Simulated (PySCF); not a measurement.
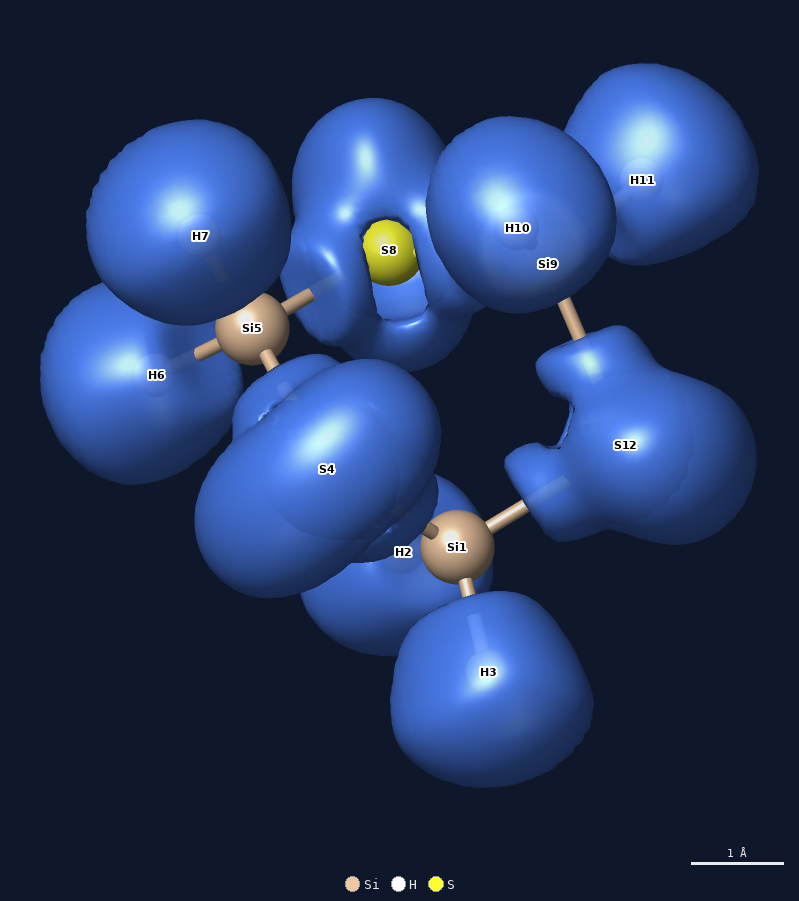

The picture shows: H6S3Si3 (cyclo-(H2SiS)3). Isosurface of the electron localisation function at 0.75 (blue), seen across its widest extent. Core shells and regions of very low density are left out.

Geometry: PBE0-D3(BJ)/def2-SVP.

The calculation used PBE0/pcSseg-1, SCF density, gas phase, non-relativistic in PySCF 2.14.0.

```xyz
12

Si    0.3351   -1.8678   -0.0454
H    -1.0395   -2.0799    0.4849
H     1.1065   -3.1372   -0.0598
S     1.3993   -0.4914    1.2294
Si   -0.1988    0.8880    1.6471
H    -1.0898    0.4125    2.7415
H     0.4769    2.1550    2.0417
S    -1.5028    1.1500   -0.0471
Si   -0.0913    0.9200   -1.6571
H     1.1684    1.6463   -1.3408
H    -0.7417    1.4777   -2.8714
S     0.2931   -1.1561   -2.0720
```

Describe the localisation domains.

The surface consists of six regions around hydrogen nuclei and three regions on S in which the atom's valence shell and bonds are merged. Along the contacts the grid gives the following. Si–S (2.15 Å): the ELF peaks at about 0.90 between the atoms: a shared electron pair. Si–H (1.49 Å): the ELF climbs to about 1 towards the hydrogen, as it does in any bond to H.
